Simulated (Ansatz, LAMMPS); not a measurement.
# Relaxing a frame of liquid propylene carbonate from 300 K (117 atoms)

Wanted: the relaxed structure of a frame of liquid propylene carbonate from 300 K (117 atoms) and its electronic structure.

Main program and level: Ansatz 0.2.0; Kohn-Sham DFT, PBE+D4, PAW (set soft_2), plane waves.

## 1. Starting point

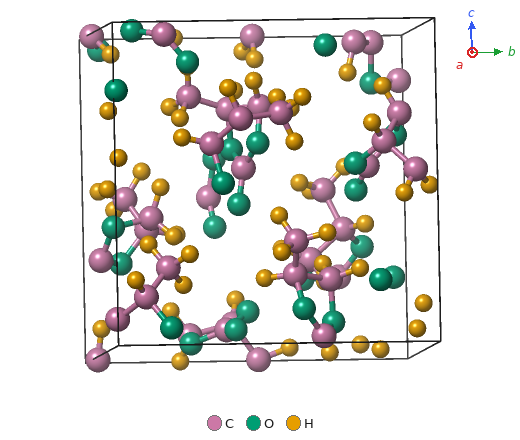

The cell as given, slightly off an axis (carbon pink, oxygen teal, hydrogen orange). Bonds to atoms that aren't drawn are left out. Some periodic images of atoms are drawn too.

The cell holds 117 atoms: 36 C, 27 O and 54 H. Cell: a = 10.830 Å, b = 10.830 Å, c = 10.830 Å, α = 90.0°, β = 90.0°, γ = 90.0°. 9 propylene carbonate placed at random, at 1.2 g/cm³; overlaps pushed apart, then 10 ps at 400 K with MMFF94 bonds, angles, torsions, charges and radii (Halgren, J. Comput. Chem. 17, 490 (1996)) in harmonic and 12-6 forms. Snapshot after 20 ps at 300 K and fixed volume.

Before any run, some limits are plain. The network of contacts between molecules at the start is that of the classical potential that made the cell. The density was typed from a rule of thumb and may lie off the real one at this temperature. The Brillouin zone is sampled at Γ only, in a cell whose shortest periodic width is 11 Å.

## 2. Single point at the start

A single point comes first, to see the forces before anything moves.

The input, input.yaml:

```yaml
crystal:
  lattice:
    - [10.83035, 0.0, 0.0]
    - [0.0, 10.83035, 0.0]
    - [0.0, 0.0, 10.83035]
  atoms:
    - { symbol: C, position: [0.90804, 0.52597, 0.71766] }
    - { symbol: C, position: [0.95888, 0.3969, 0.69906] }
    - { symbol: C, position: [0.87672, 0.3138, 0.62648] }
    - { symbol: O, position: [0.90672, 0.34418, 0.50218] }
    [... 107 atom lines left out ...]
    - { symbol: H, position: [0.10045, 0.62364, 0.03404] }
    - { symbol: H, position: [0.01178, 0.50411, 0.95639] }
    - { symbol: H, position: [0.17187, 0.5249, 0.9232] }
    - { symbol: H, position: [0.0827, 0.46034, 0.18629] }
    - { symbol: H, position: [0.14219, 0.2526, 0.14968] }
    - { symbol: H, position: [0.09683, 0.28378, 0.99648] }
kpoints:
  mp_grid: { grid: [1, 1, 1] }
hamiltonian:
  xc: pbe
  dispersion: d4
scf:
  occupations: { method: fixed }
output:
  forces: true
  stress: true
  populations: true
  dos:
    method: { smearing: { sigma: 0.1 } }
    de: 0.1
    projected: { site_lists: { C: [C], H: [H], O: [O] } }
  eigenvalues: true
```

Command:

```console
$ ansatz run input.yaml --threads 4 --pin off --max-ram 8192MiB --backend cpu --events-out ev --progress --plain --runs-dir out
```

It took 15 s on 4 threads of Arm Neoverse V2, shared host; peak memory 1.4 GiB; 55 s of CPU time.

Numbers from this run:

```
free energy                                      : -25205.4535 eV
free energy per atom                             : -215.4312 eV/atom
SCF cycles                                       : 10
pressure                                         : 1.952 GPa
r.m.s. force component                           : 0.9687 eV/Å
longest force                                    : 3.996 eV/Å
Fermi energy                                     : -0.9543 eV
gap (highest filled to lowest empty level) : 4.772 eV
spilling of the projection                       : 0.01312
```

The r.m.s. force component of 0.97 eV/Å and the pressure of 2.0 GPa set the starting point.

Length of the force by element:

```tsv
element	coordination	atoms	mean length of the force (eV/Å)	spread	least	most
C	all	36	2.18	0.907	0.619	4.00
H	all	54	0.969	0.545	0.140	2.67
O	all	27	1.39	0.609	0.285	2.56
```

## 3. Relaxation

The atoms are relaxed in the fixed cell, aiming at the force tolerance of the input.

input.yaml, the sections that differ from step 2:

```yaml
output:
  forces: true
relax:
  f_tol: 0.03
  max_steps: 200
# crystal, kpoints, hamiltonian, scf: as in step 2
```

Wall time 4.1 min (4 threads); peak memory 1.3 GiB; 16 min of CPU time.

The steps of the relaxation (22 of 35):

```tsv
step	energy less that of the first step (eV)	largest force component (eV/Å)
1	0.0000	3.8587
3	-5.2239	0.9642
4	-5.5416	0.5215
6	-5.8286	0.2232
7	-5.9045	0.2440
9	-5.9497	0.3690
11	-5.9834	0.1355
12	-5.9919	0.0416
14	-5.9987	0.0273
16	-6.0030	0.0484
17	-6.0046	0.0785
19	-6.0080	0.0896
20	-6.0097	0.0925
22	-6.0126	0.1110
24	-6.0160	0.0932
25	-6.0176	0.0954
27	-6.0229	0.1004
29	-6.0274	0.0836
30	-6.0292	0.0879
32	-6.0312	0.0394
33	-6.0316	0.0373
35	-6.0323	0.0210
```

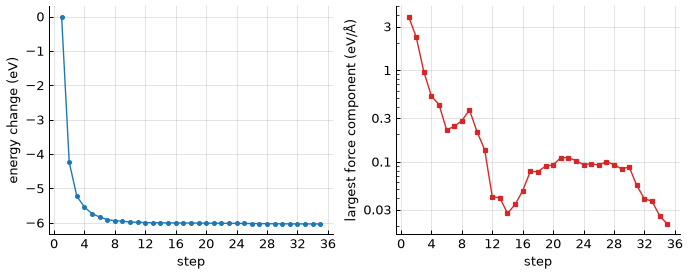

Energy and largest force along the relaxation.

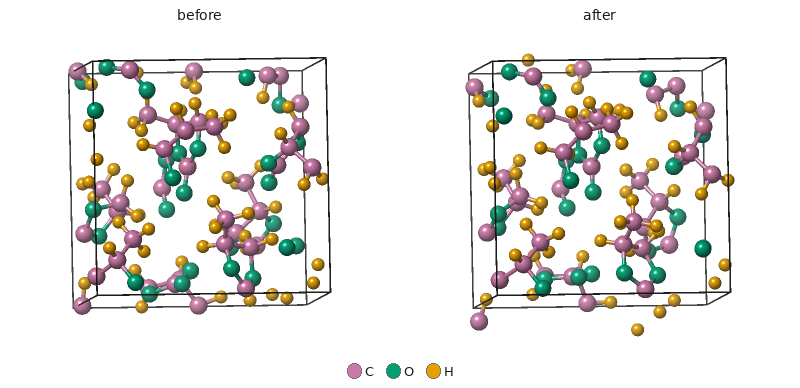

Before and after, at one scale. Bonds to atoms that aren't drawn are left out.

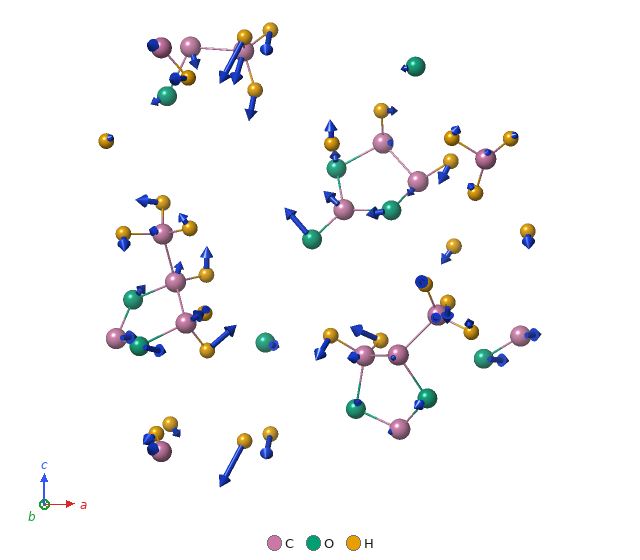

Displacements in the relaxation, scaled; the longest in the cell stands for 1.61 Å. Drawn is a slice 4 Å thick, seen along the normal of the ac plane. Bonds to atoms that aren't drawn are left out.

The atoms that moved most (Å):

```tsv
atom	dx	dy	dz	length
H47	-0.761	-0.526	-1.312	1.606
H48	-0.231	-1.240	-0.619	1.404
H52	0.809	-0.675	-0.804	1.325
O43	0.917	0.256	-0.841	1.270
O19	-0.717	0.369	0.833	1.159
H39	-0.894	-0.520	0.433	1.122
H64	0.839	0.277	0.689	1.120
H51	0.788	-0.023	-0.786	1.113
```

The relaxation changed the energy by -51.6 meV/atom, and atoms moved by 0.61 Å r.m.s., 1.6 Å at most.

## 4. Structure statistics after relaxation

Bonds before and after, by the cutoffs listed below:

```tsv
pair	bonds before	bonds after	mean before (Å)	mean after (Å)	spread before (Å)	spread after (Å)
H-C	54	54	1.097	1.097	0.029	0.002
C-C	18	18	1.505	1.524	0.021	0.011
C-O	45	45	1.356	1.366	0.075	0.091
```

Density 1.20 g/cm³, 10.86 Å³ an atom.

Pair distribution functions g(r), in bins of 0.2 Å:

```tsv
r (Å)	total	H-H	H-C	H-O	C-C	C-O	O-O
1.00	3.38	0.00	11.90	0.00	0.00	0.00	0.00
1.20	0.50	0.00	0.21	0.00	0.00	3.12	0.00
1.40	1.34	0.00	0.00	0.00	0.00	9.42	0.00
1.60	0.57	0.00	0.00	0.00	6.05	0.00	0.00
1.80	0.84	3.94	0.00	0.00	0.00	0.00	0.00
2.00	0.46	0.00	0.00	2.17	0.00	0.00	0.00
2.20	1.57	0.07	3.45	0.00	1.96	0.00	7.35
2.40	0.77	1.25	0.00	0.36	0.72	2.50	0.00
2.60	0.83	1.92	0.33	1.04	1.06	0.00	0.00
2.80	0.80	0.88	0.81	1.82	0.00	0.00	0.00
3.00	0.75	1.19	0.77	1.27	0.00	0.06	0.00
3.20	0.89	0.61	1.27	1.36	0.45	0.40	0.26
3.40	0.94	0.48	1.02	1.11	0.14	1.90	0.48
3.60	0.92	1.14	0.89	0.82	0.48	1.16	0.63
3.80	0.91	0.92	1.02	0.91	0.53	1.01	0.67
4.00	0.91	0.74	0.86	1.25	0.83	0.74	1.02
4.20	1.05	0.86	1.05	1.46	1.06	0.80	0.78
4.40	1.02	1.09	0.86	1.02	1.21	1.08	1.15
4.60	1.04	0.76	0.96	1.20	1.29	1.22	0.92
4.80	1.06	0.81	1.08	0.95	1.25	1.42	1.08
5.00	1.00	1.01	0.97	1.06	1.18	0.87	0.83
5.20	1.07	1.22	0.98	1.01	1.40	0.90	1.03
```

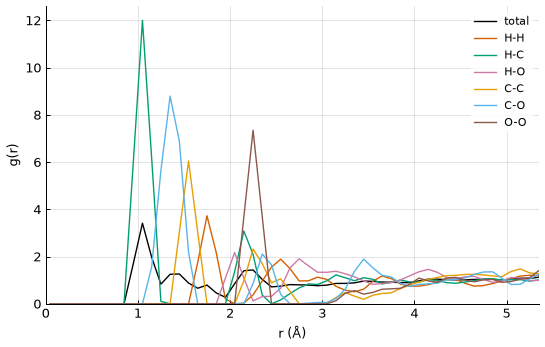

Pair distribution functions, lightly smoothed.

Bonds by pair of elements; cutoffs follow the first minimum of g(r), held within bounds set by covalent radii, and pairs that aren't listed don't count as bonded:

```tsv
pair A-B	cutoff (Å)	bonds	mean length (Å)	spread (Å)	shortest (Å)	B about A	A about B
H-C	1.34	54	1.10	0.002	1.09	1	1.5
C-C	1.85	18	1.52	0.011	1.51	1	1
C-O	1.73	45	1.37	0.091	1.21	1.25	1.67
```

How many atoms have how many bonded neighbours:

```tsv
element	mean	1	2	3	4
C	3.75	0	0	9	27
H	1	54	0	0	0
O	1.67	9	18	0	0
```

Bond angles (no mean is given where the spread exceeds 20°):

```tsv
angle	count	mean (°)	spread (°)
C-C-H	63	111	1.2
H-C-H	36	109	0.9
C-C-O	27	105	3.3
H-C-O	27	108	0.9
O-C-O	27	120	5.9
```

Bond length by coordination (bonds to H left out):

```tsv
element	coordination	atoms	mean bond length (Å)
C	3	9	1.30
C	4	27	1.50
O	1	9	1.21
O	2	18	1.41
```

Rings of the network by King's shortest-path rule, up to 12 atoms, one path for each pair of neighbours; H, halogens, alkali and alkaline-earth atoms are left out, and the last column divides by all other atoms, bonded or not:

```tsv
ring size (atoms)	rings	per network atom
5	9	0.143
```

Counting bonds as in the table, 75 % of C atoms have 4, all H atoms have 1 and 67 % of O atoms have 2 bonded neighbours. The C-C-H angle averages 111° with a spread of 1.2°. All rings counted have 5 atoms.

## 5. Single point at the relaxed geometry

One more single point at the end of the walk gives the fuller output and checks the residual forces.

The input, input.yaml:

```yaml
crystal:
  lattice:
    - [10.83035, 0.0, 0.0]
    - [0.0, 10.83035, 0.0]
    - [0.0, 0.0, 10.83035]
  atoms:
    - { symbol: C, position: [0.91063, 0.51361, 0.72959] }
    - { symbol: C, position: [0.96217, 0.388, 0.69686] }
    - { symbol: C, position: [0.88002, 0.31014, 0.61204] }
    - { symbol: O, position: [0.93124, 0.3323, 0.48992] }
    [... 107 atom lines left out ...]
    - { symbol: H, position: [0.06653, 0.58268, 0.0136] }
    - { symbol: H, position: [0.97826, 0.44467, 0.00991] }
    - { symbol: H, position: [0.11925, 0.45298, 0.92539] }
    - { symbol: H, position: [0.09646, 0.46346, 0.20864] }
    - { symbol: H, position: [0.13854, 0.25081, 0.21309] }
    - { symbol: H, position: [0.11444, 0.24461, 0.04889] }
kpoints:
  mp_grid: { grid: [1, 1, 1] }
hamiltonian:
  xc: pbe
  dispersion: d4
scf:
  occupations: { method: fixed }
output:
  forces: true
  stress: true
  populations: intrinsic
  dos:
    method: { smearing: { sigma: 0.15 } }
    de: 0.1
    projected: { site_lists: { C: [C], H: [H], O: [O] } }
  eigenvalues: true
  write_density: true
  write_potential: true
  volumetric_format: npy
  elf: true
```

Elapsed: 15 s, on 4 threads; peak memory 1.4 GiB; 59 s of CPU time.

Read from the output:

| Quantity | Value |
| --- | --- |
| free energy | -25211.4859 eV |
| free energy per atom | -215.4828 eV/atom |
| SCF cycles | 10 |
| pressure | -0.3524 GPa |
| r.m.s. force component | 0.0047 eV/Å |
| longest force | 0.02679 eV/Å |
| Fermi energy | -1.434 eV |
| gap (highest filled to lowest empty level) | 5.869 eV |

Intrinsic-atomic-orbital charges by element and coordination:

```tsv
element	coordination	atoms	mean charge (e)	spread	least	most
C	all	36	0.0074	0.431	-0.538	0.665
C	3	9	0.659	0.0031	0.654	0.665
C	4	27	-0.210	0.243	-0.538	0.0551
H	all	54	0.193	0.0117	0.162	0.216
O	all	27	-0.395	0.072	-0.500	-0.338
O	1	9	-0.497	0.0041	-0.500	-0.489
O	2	18	-0.344	0.0038	-0.351	-0.338
```

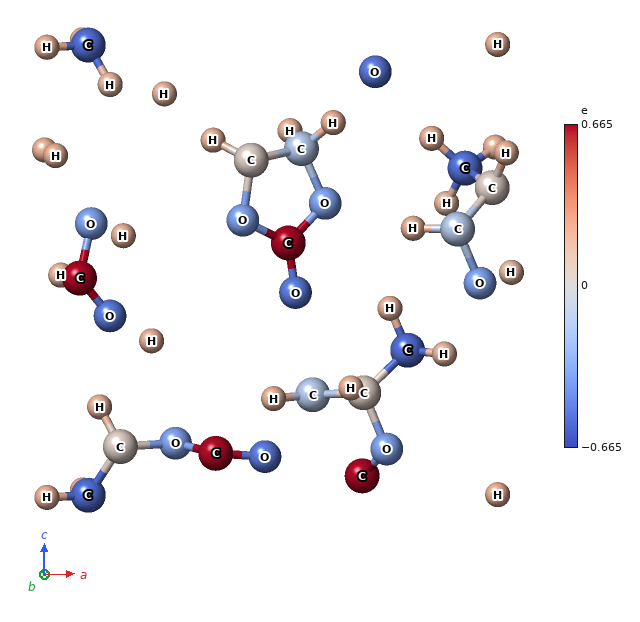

Atoms coloured by intrinsic-atomic-orbital charge. Drawn is a slice 4 Å thick, seen along the normal of the ac plane. Bonds to atoms that aren't drawn are left out.

States in the cell by windows of 1 eV, zero at the Fermi level; the larger projections on atomic orbitals stand beside the total:

```tsv
from (eV)	to (eV)	total	O p	C p	H s	C s
-18	-14	0.0	0.0	0.0	0.0	0.0
-14	-13	11.7	1.3	1.1	1.9	6.6
-13	-12	6.3	0.7	0.6	1.0	3.6
-12	-11	1.3	0.2	0.2	0.3	0.5
-11	-10	16.7	2.9	2.8	3.4	7.0
-10	-9	14.0	4.5	3.6	2.3	3.3
-9	-8	18.8	7.0	5.7	1.0	2.4
-8	-7	3.2	1.2	1.0	0.1	0.3
-7	-6	17.1	5.5	8.4	2.1	0.2
-6	-5	35.9	11.7	13.7	5.6	2.1
-5	-4	23.5	10.3	8.0	2.6	0.3
-4	-3	45.7	13.6	22.3	7.3	0.3
-3	-2	38.6	17.0	12.9	7.0	0.2
-2	-1	19.4	4.8	9.9	3.8	0.2
-1	0	52.2	41.5	5.9	3.8	0.2
0	1	1.6	1.4	0.2	0.1	0.0
1	5	0.0	0.0	0.0	0.0	0.0
```

With fixed occupations the program's Fermi level is the highest filled level; weight inside the gap is the broadening of levels at its edges.

Between -23 and -18 eV lie 54 more states.

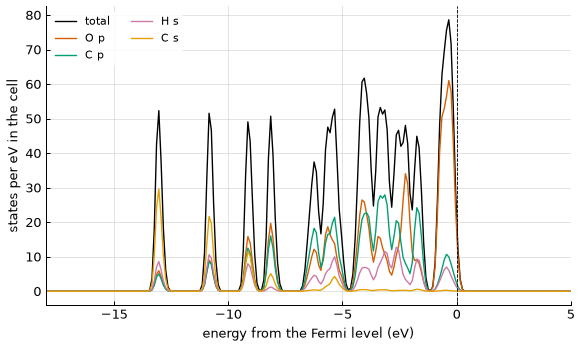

Total and projected density of states, with the broadening of the input.

The levels nearest the highest filled one (over half full), pooled over k-points and spins:

```tsv
level less the highest filled one (eV)	occupation
-0.227	2
-0.208	2
-0.178	2
-0.138	2
-0.100	2
0	2
5.87	0
6.18	0
6.22	0
6.26	0
6.29	0
6.31	0
```

Mean intrinsic-atomic-orbital charges: C +0.01, H +0.19, O -0.40 e. The largest share in the top eV of filled states is O p (80 % of the projected weight), and in the lowest eV of empty states C p (49 % of the projected weight).

Runs without a result: hamiltonian.xc = "lda", magnetization.spin_polarized = true and total_charge = -1 (refused).

1 further run on a deliberately doubtful input is not shown.

## 6. Summary of results

```yaml
energy_change_in_the_relaxation: -51.56 meV/atom
r_m_s_displacement: 0.606 Å
largest_displacement: 1.606 Å
free_energy_per_atom: -215.4828 eV/atom
pressure: -0.3524 GPa
r_m_s_force_component: 0.0047 eV/Å
spacing_of_highest_filled_and_lowest_empty_level: 5.869 eV
wall_time_of_the_3_dft_runs: 4.6 min
```

Relaxation lowers the energy by 51.6 meV/atom and moves atoms by 0.61 Å r.m.s.; the r.m.s. force component goes from 0.97 to 0.0047 eV/Å, the pressure goes from 2.0 to -0.35 GPa, and the gap from 4.77 to 5.87 eV. By the final cutoffs no bond was broken or made. From the first step to the last the energy fell by 6.032 eV, and the largest move was 1.61 Å (H47). The C-C bonds change most in mean length: from 1.505 Å (spread 0.021) to 1.524 Å (spread 0.011). Counting bonds as in the table, 75 % of C atoms have 4, all H atoms have 1 and 67 % of O atoms have 2 bonded neighbours. The highest filled and lowest empty levels differ by 5.87 eV (at Γ alone); a semilocal functional tends to put such gaps too low. In a disordered cell it changes from sample to sample and from frame to frame.

What to keep in mind: The network of contacts between molecules at the start is that of the classical potential that made the cell; in DFT atoms moved by 0.61 Å r.m.s.

[Logs are printed without paths, hosts, clocks, repeated set-up lines and the standing remarks that a program may print on its own settings, such as how far it seeks lower states.]

[Hosts, paths, dates, database ids (printed as entryN), source tags and the programs' standing remarks are cut or masked in the printed files.]

[The MMFF94 radii named for the starting cell were scaled by 0.96; in molecules described by MMFF94, hydrogen bound to N, O or S took a small fixed 12-6 site in their place.]
